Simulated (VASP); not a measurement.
Band structure of Se (trig). Method: r2SCAN meta-GGA, VASP's PBE PAW potentials (set 64) (plane waves; VASP).

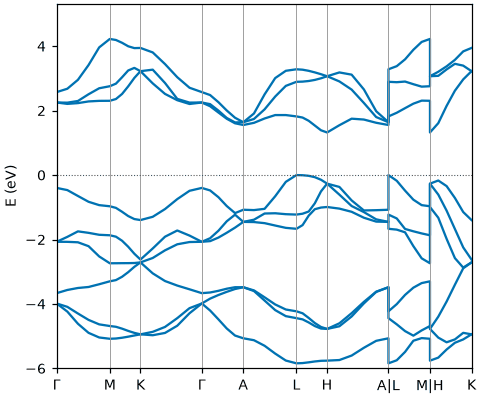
Fig. 1. Bands along high-symmetry lines, zero at the valence-band maximum or, without a gap, the Fermi level

Question: Read the plot: is there a gap, and where are the band edges?

Answer: The gap is indirect, 1.32 eV, from the valence maximum at L to the conduction minimum at H.

The compound is Se in the trig structure. It was relaxed first, which changed the volume by +7 %.
